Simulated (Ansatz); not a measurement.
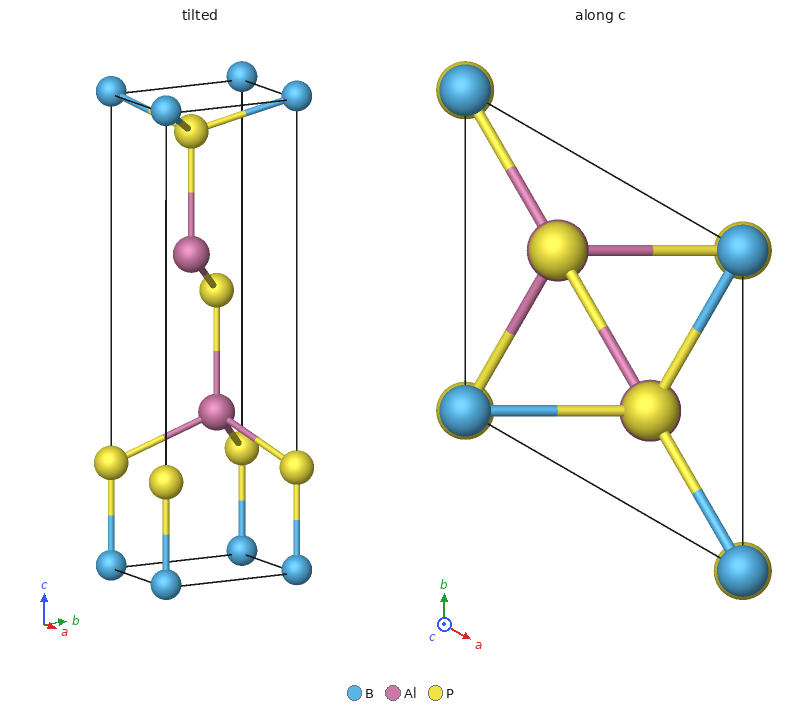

The figure gives a ball-and-stick picture of the atoms, viewed slightly off an axis and along the c axis. The outline marks the conventional unit cell.

Al2BP3, space group P3m1 (No. 156), a = 3.657 Å, b = 3.657 Å, c = 9.136 Å, α = 90.00°, β = 90.00°, γ = 120.00°. Starting structure: a structure type filled with these elements by a generator (whether the compound takes this form wasn't checked). Earlier steps of the study, as a rule a relaxation of our own, may have changed the cell and positions, so they can lie some per cent off the listed ones. Ansatz was used for an electronic-structure calculation on it.

This one geometry was computed with Ansatz (DFT, plane waves, PAW) at four levels of theory: HSE06, r2SCAN, PBE and PBE0. It was relaxed beforehand with r2SCAN.

**Which level gives the highest pressure at this volume, and what does that say about its equilibrium volume?**

Highest: PBE (1.2 GPa), which points to the largest equilibrium volume. Lowest, with the smallest volume: HSE06 (-0.6 GPa) and PBE0 (-0.7 GPa). Levels within 0.5 GPa of each other can't be told apart.

**How does the band gap change with the level of theory?**

PBE: a gap of 1.07 eV, indirect; r2SCAN: a gap of 1.36 eV, indirect; HSE06: a gap of 1.74 eV, indirect; PBE0: a gap of 2.42 eV, indirect.

**Collect the results in a table.**

| level | cutoff (eV) | k-mesh of the run's cell | gap (eV) | pressure (GPa) |
| --- | --- | --- | --- | --- |
| HSE06 | 420 | 6×6×2 | 1.74 | -0.6 |
| r2SCAN | 500 | 12×12×4 | 1.36 | 0.0 |
| PBE | 420 | 12×12×4 | 1.07 | 1.2 |
| PBE0 | 420 | 6×6×2 | 2.42 | -0.7 |

Gaps are taken on the k-mesh or band path of each run.
